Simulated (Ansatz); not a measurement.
# TiPt3: response to strain

TiPt3 is deformed so: equal xx and yy strain of -1 %. What stress and forces result, by LAPW, PAW and all-electron datasets made for the crystal?

Computed with Ansatz 0.2.0 (DFT PBEsol, scalar-relativistic, unless a step's input says otherwise).

**1. Starting point**

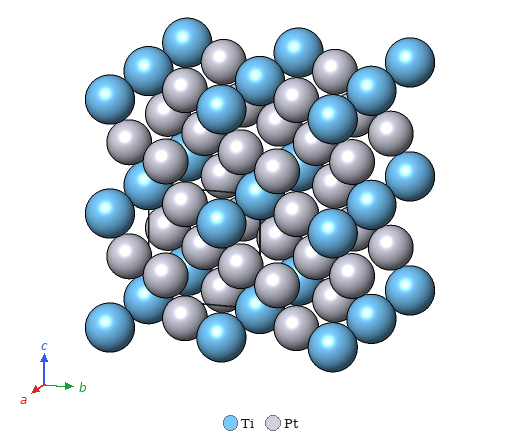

The starting structure, seen slightly off an axis (titanium blue, platinum light grey). 2×2×2 cells are drawn. Atoms on the faces are drawn again on the opposite ones.

As a file:

```cif
data_structure
_symmetry_space_group_name_H-M 'P 1'
_symmetry_Int_Tables_number 1
_cell_length_a 3.8970
_cell_length_b 3.8970
_cell_length_c 3.8970
_cell_angle_alpha 90.000
_cell_angle_beta 90.000
_cell_angle_gamma 90.000
_cell_volume 59.18
loop_
_atom_site_label
_atom_site_type_symbol
_atom_site_fract_x
_atom_site_fract_y
_atom_site_fract_z
_atom_site_occupancy
Ti1 Ti 0.00000 0.00000 0.00000 1
Pt1 Pt 0.00000 0.50000 0.50000 1
Pt2 Pt 0.50000 0.00000 0.50000 1
Pt3 Pt 0.50000 0.50000 0.00000 1
```

Atoms are numbered in the order of the input: Ti1, Pt2, Pt3, Pt4.

**2. The deformed structure**

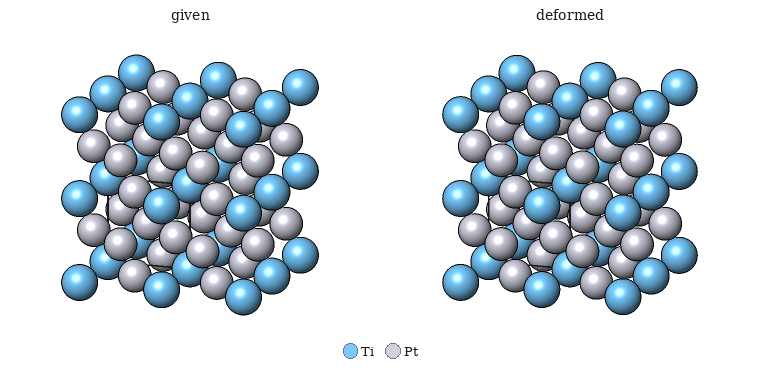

Given and deformed, at one scale.

Space group Pm-3m before, P4/mmm after.

**3. LAPW, all electrons**

Input file input.yaml:

```yaml
crystal:
  lattice:
    - [3.85803, 0.0, 0.0]
    - [0.0, 3.85803, 0.0]
    - [0.0, 0.0, 3.897]
  atoms:
    - { symbol: Ti, position: [0.0, 0.0, 0.0] }
    - { symbol: Pt, position: [0.0, 0.5, 0.5] }
    - { symbol: Pt, position: [0.5, 0.0, 0.5] }
    - { symbol: Pt, position: [0.5, 0.5, 0.0] }
kpoints:
  mp_grid: { grid: [9, 9, 9] }
  band_path:
    path:
      - [0.0, 0.0, 0.0]
      - [0.0, 0.5, 0.0]
      - [0.5, 0.5, 0.0]
      - [0.0, 0.0, 0.0]
      - [0.0, 0.0, 0.5]
      - [0.0, 0.5, 0.5]
      - [0.5, 0.5, 0.5]
      - [0.0, 0.0, 0.5]
      - [0.0, 0.5, 0.0]
    npoints: 5
scf:
  occupations: { method: fermi_dirac, width: 0.05 }
hamiltonian:
  xc: pbesol
  pseudopotentials: { kind: all_electron, lapw: { basis_error: 0.0005 } }
output:
  forces: true
  stress: true
  eigenvalues: true
```

The run is started by

```
ansatz run input.yaml --threads 1 --pin off --max-ram 4096MiB --backend cpu --events-out ev --progress --plain --runs-dir out
```

Output, shortened:

```text
LAPW: plane waves up to 8.900 Å⁻¹, error target 5.0e-4 eV per atom; small_component_spin mean_spin; Ti in spheres of 1.364 Å, 12 of its electrons in bands, Dirac shells []; Pt in spheres of 1.364 Å, 42 of its electrons in bands, Dirac shells []
[...]
Pseudopotentials: kind: all_electron
Pseudopotential: Ti, LAPW, valence charge 12, Koelling and Harmon's equation, gaussian nucleus
Pseudopotential: Pt, LAPW, valence charge 42, Koelling and Harmon's equation, gaussian nucleus
Functional definition: PBEsol
[...]
Crystal: 4 atoms, lattice volume = 58.004 Å³
Basis set: ecut = 301.75599486581046 eV, 707 PW (Γ), exchange–correlation at level 2
Bands: 83, of which v1, the nominal top of the filled ones, is band 69 counted from 1 (68 counted from 0)
Symmetry: 16 space group operations
Space group: P4/mmm (ITA 123), of the structure as read, at distance tolerance 3.9e-5 Å
k-points: 75 of 729
[...]
SCF iter   1: F=—  HF=-1525668.210584 eV  |F-HF|=—  |Δ(HF+E_count)|=         —  Δρ=7.65e-2  dr2=7.16e0  ethr=5.19e-3  ⟨swp⟩=2.0  Hψ=38642  notcnv=0
[...]
the basis was enlarged: its passes take 1.6 MiB over the memory plan, 1 of 1 planned eigensolver slots
[...]
SCF iter  14: F=-1525665.534163 eV  HF=-1525665.534163 eV  |F-HF|=1.49e-8  |Δ(HF+E_count)|=   1.03e-7  Δρ=6.59e-6  dr2=1.91e-8  ethr=7.18e-11  ⟨swp⟩=2.0  Hψ=18361  notcnv=0
[...]
NSCF: frozen V_eff on 41 k-points
SCF converged after 14 iterations
Free energy (F): -1525665.534163 eV
[...]
E sigma→0 (E₀):  -1525665.528459 eV
Entropy (-TS):   -0.011409 eV (-2.852 meV/atom)
Fermi energy:    27.435771 eV
[...]
--- Forces (eV/Å), atoms counted from 1 ---
  atom   1  Ti    -0.00000000     0.00000000     0.00000000
  atom   2  Pt     0.00000000     0.00000000     0.00000000
  atom   3  Pt    -0.00000000    -0.00000000     0.00000000
  atom   4  Pt     0.00000000     0.00000000     0.00000000
[...]
--- Stress (GPa, compression-positive) ---
        6.853425       0.000000       0.000000
        0.000000       6.853425       0.000000
        0.000000       0.000000       4.856245
  P = ⅓ Tr σ = 6.1877 GPa (61.877 kbar)
--- Band table (eV; the first three rows and the last of 75) ---
[...]
```

It took 100 s on 1 thread of Intel Xeon 6975P-C (Granite Rapids), shared host; peak memory 1.2 GiB.

In short: pressure 6.19 GPa; no gap.

**4. PAW with frozen cores**

Input file input.yaml:

```yaml
crystal:
  lattice:
    - [3.85803, 0.0, 0.0]
    - [0.0, 3.85803, 0.0]
    - [0.0, 0.0, 3.897]
  atoms:
    - { symbol: Ti, position: [0.0, 0.0, 0.0] }
    - { symbol: Pt, position: [0.0, 0.5, 0.5] }
    - { symbol: Pt, position: [0.5, 0.0, 0.5] }
    - { symbol: Pt, position: [0.5, 0.5, 0.0] }
kpoints:
  mp_grid: { grid: [9, 9, 9] }
scf:
  occupations: { method: fermi_dirac, width: 0.05 }
hamiltonian:
  xc: pbesol
  pseudopotentials: { kind: paw }
output:
  forces: true
  stress: true
  eigenvalues: true
  efg: { contact_densities: true }
```

The run is started by

```
ansatz run input.yaml --threads 1 --pin off --max-ram 4096MiB --backend cpu --events-out ev --progress --plain --runs-dir out
```

Output, shortened:

```text
Pt: output.efg is read without spin–orbit coupling, which moves field gradients at and beside such atoms by some per cent and up to a factor of two; PAW files take it under magnetization.noncollinear and magnetization.spin_orbit
[...]
Pseudopotentials: kind: paw
Pseudopotential: Ti, paw, valence charge 12, recommended cutoff 420 eV (normal)
Pseudopotential: Pt, paw, valence charge 18, recommended cutoff 420 eV (normal)
[... 1 set-up line as earlier in the session ...]
[...]
Crystal: 4 atoms, lattice volume = 58.004 Å³
Basis set: ecut = 420 eV, 1157 PW (Γ), exchange–correlation on 54×54×54 points (8 copies of the dense FFT grid, shifted against one another)
Bands: 40, of which v1, the nominal top of the filled ones, is band 33 counted from 1 (32 counted from 0)
[... 2 set-up lines as earlier in the session ...]
k-points: 75 of 729
[...]
--- Stress (GPa, compression-positive) ---
        6.868844       0.000000       0.000000
        0.000000       6.868844       0.000000
        0.000000       0.000000       4.873079
  P = ⅓ Tr σ = 6.2036 GPa (62.036 kbar)
--- PAW observables at the nuclei: V_zz in 10²¹ V/m², potentials from the cell's mean, atoms counted from 1 ---
  atom   1  Ti V_zz =    +0.066078   η = 0.0000   by run symmetry: allowed
            electrostatic potential = -2543.348681 V   contact ρ = 56643.127385 e/Å³
  atom   2  Pt V_zz =    -7.780192   η = 0.1387   by run symmetry: allowed
            electrostatic potential = -16127.271723 V   contact ρ = 12069407.833790 e/Å³
  atom   3  Pt V_zz =    -7.780192   η = 0.1387   by run symmetry: allowed
            electrostatic potential = -16127.271723 V   contact ρ = 12069407.833790 e/Å³
  atom   4  Pt V_zz =    -7.785429   η = 0.0000   by run symmetry: allowed
            electrostatic potential = -16127.253731 V   contact ρ = 12069409.380426 e/Å³
--- Band table (eV; the first three rows and the last of 75) ---
[...]
```

Run time: 5.4 s. Hardware: 1 thread of Intel Xeon 6975P-C (Granite Rapids), shared host; peak memory 0.55 GiB.

This run gives: pressure 6.20 GPa; no gap; Vzz Ti1 0.07 (η = 0.00), Pt2 -7.78 (η = 0.14), Pt4 -7.79 (η = 0.00) (10²¹ V/m²).

**5. Datasets made for this crystal**

Edit input.yaml of step 4 so:

```diff
@@ -16,3 +16,3 @@
   xc: pbesol
-  pseudopotentials: { kind: paw }
+  pseudopotentials: { kind: all_electron, datasets: crystal }
 output:
```

The run is started by

```
ansatz run input.yaml --threads 1 --pin off --max-ram 4096MiB --backend cpu --events-out ev --progress --plain --runs-dir out
```

Output, shortened:

```text
[...]
band count auto-derived: 25 (N_el = 34.0; filled up to band 17; 21 by the electrons, moments and atoms)
Pt: output.efg is read without spin–orbit coupling, which moves field gradients at and beside such atoms by some per cent and up to a factor of two; PAW files take it under magnetization.noncollinear and magnetization.spin_orbit
[...]
[... 1 set-up line as earlier in the session ...]
Pseudopotential: Ti, paw, valence charge 12, recommended cutoff 280 eV (normal), Koelling and Harmon's equation, gaussian nucleus
Pseudopotential: Pt, paw, valence charge 18, recommended cutoff 280 eV (normal), Koelling and Harmon's equation, gaussian nucleus
[... 1 set-up line as earlier in the session ...]
[...]
Crystal: 4 atoms, lattice volume = 58.004 Å³
Basis set: ecut = 280 eV, 619 PW (Γ), exchange–correlation on 48×48×48 points (8 copies of the dense FFT grid, shifted against one another)
[...]
        0.000000       6.858386       0.000000
        0.000000       0.000000       4.861001
  P = ⅓ Tr σ = 6.1926 GPa (61.926 kbar)
  It holds what live shells' own plane waves past their cutoff add
--- PAW observables at the nuclei: V_zz in 10²¹ V/m², potentials from the cell's mean, atoms counted from 1 ---
  atom   1  Ti V_zz =    +0.068898   η = 0.0000   by run symmetry: allowed
            electrostatic potential = -2541.868928 V   contact ρ = 56690.081952 e/Å³
  atom   2  Pt V_zz =    -7.739735   η = 0.1440   by run symmetry: allowed
            electrostatic potential = -16124.348398 V   contact ρ = 12062273.855894 e/Å³
  atom   3  Pt V_zz =    -7.739735   η = 0.1440   by run symmetry: allowed
            electrostatic potential = -16124.348398 V   contact ρ = 12062273.855905 e/Å³
  atom   4  Pt V_zz =    -7.736650   η = 0.0000   by run symmetry: allowed
            electrostatic potential = -16124.331197 V   contact ρ = 12062275.389912 e/Å³
--- Band table (eV; the first three rows and the last of 75) ---
[... band rows left out ...]
[...]
```

It took 25 s on 1 thread of Intel Xeon 6975P-C (Granite Rapids), shared host; peak memory 0.98 GiB.

This run gives: pressure 6.19 GPa; no gap; Vzz Ti1 0.07 (η = 0.00), Pt2 -7.74 (η = 0.14), Pt4 -7.74 (η = 0.00) (10²¹ V/m²).

**6. Side by side**

Stress (GPa, compression positive):

```tsv
method	xx	yy	zz	yz	xz	xy
LAPW	6.85	6.85	4.86	0.00	0.00	0.00
PAW	6.87	6.87	4.87	0.00	0.00	0.00
crystal datasets	6.86	6.86	4.86	0.00	0.00	0.00
```

| method | pressure (GPa) | Vzz Ti1 (10²¹ V/m²) | Vzz Pt2 (10²¹ V/m²) | Vzz Pt4 (10²¹ V/m²) | SCF cycles, all passes |
| --- | --- | --- | --- | --- | --- |
| LAPW | 6.19 | – | – | – | 14 |
| PAW | 6.20 | 0.07 | -7.78 | -7.79 | 7 |
| crystal datasets | 6.19 | 0.07 | -7.74 | -7.74 | 12 |

**7. What came out**

```
                                 quantity                                           value
                                 pressure  LAPW 6.19, PAW 6.20, crystal datasets 6.19 GPa
largest shear or deviatoric stress (LAPW)                                        1.33 GPa
```

**Reading.** The largest part of the stress beyond the pressure is 1.33 GPa in size, in the zz component; the atoms are carried along and not relaxed. No run of the undeformed cell stands beside it, so the pressure holds what the given cell had before the change. PAW: stress within 0.02 GPa of LAPW. Crystal datasets: stress within 0.01 GPa of LAPW. Spin-orbit coupling is left out, though the cell holds Pt; in elements this heavy it can shift bands and gaps by tenths of an eV.
